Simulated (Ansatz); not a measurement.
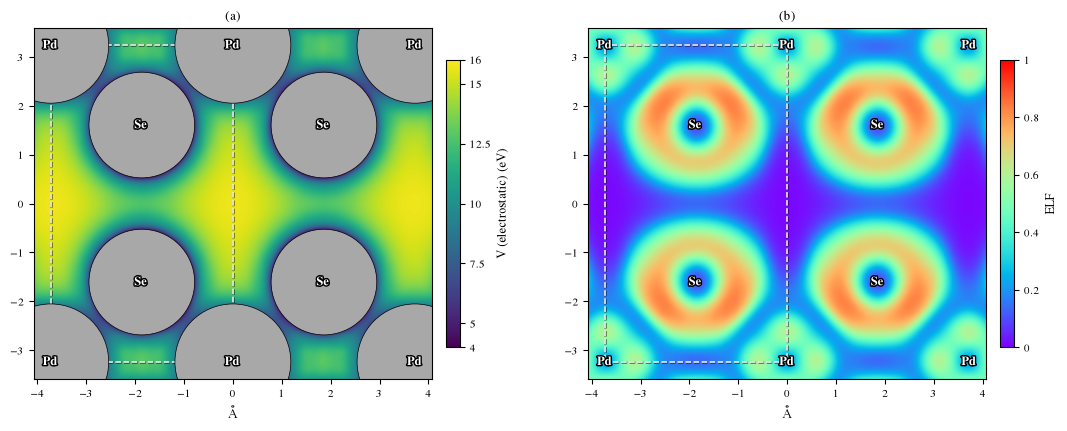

PdPtSe$_{2}$. (a) electrostatic potential (local pseudopotential plus Hartree) felt by an electron; (b) ELF on the (100) plane of the conventional cell. Grey discs cover the atomic cores in the potential map.

Space group Pmmm; a generated structure, not necessarily the stable one.

All numbers below come from Ansatz 0.2.0, DFT PBE, scalar-relativistic, plane waves, PAW.

Core electrons are frozen (PAW), and the valence fields are smoothed inside the atomic spheres.

```yaml
crystal:
  lattice:
    - [0.00000, -3.71582, 0.00000]
    - [3.72421, 0.00000, 0.00000]
    - [0.00000, 0.00000, 6.47394]
  atoms:
    - { symbol: Pd, position: [0.00000, 0.50000, 0.00000] }
    - { symbol: Pt, position: [0.50000, 0.00000, 0.50000] }
    - { symbol: Se, position: [0.00000, 0.00000, 0.25200] }
    - { symbol: Se, position: [0.00000, 0.00000, 0.74800] }
```

Question: Read the bonding off the picture.

Answer: The plane passes through Pd and Se nuclei. Pd–Se (2.48 Å): the ELF is about 0.45 at the midpoint. The features right at Pd lie inside the PAW spheres, where the map follows smoothed inner orbitals and isn't to be read closely. Outside the cores the potential energy rises away from the atoms and is highest about 2.4 Å from the nearest atoms; its zero is arbitrary.
